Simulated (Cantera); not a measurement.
Charge: 1 mol C₂H₂, 0.039 mol NH₃, 0.76 mol H₂, 0.12 mol H₂O, equilibrated at 5400000 Pa.

These are equilibrium values from Cantera (NASA tables, ideal gas, pure condensed phases), not measurements of a reactor. Candidate condensed phases: C, C₆H₆, C₇H₈, C₈H₁₈, H₂O; 136 gas species. The ideal-gas law is rough above about 30 bar. Equilibrium is a limit: real reactors are often held back by kinetics, nucleation or transport.

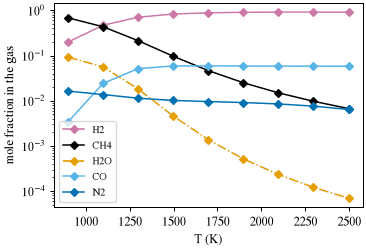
Figure. Equilibrium gas composition (values under 1e-9 drawn at 1e-9)

Problem. Read off the mole fractions at 2498 K.

Solution. H₂ about 0.91, CO about 0.058, CH₄ about 0.0067, N₂ about 0.0064, H₂O about 7.0e-5.
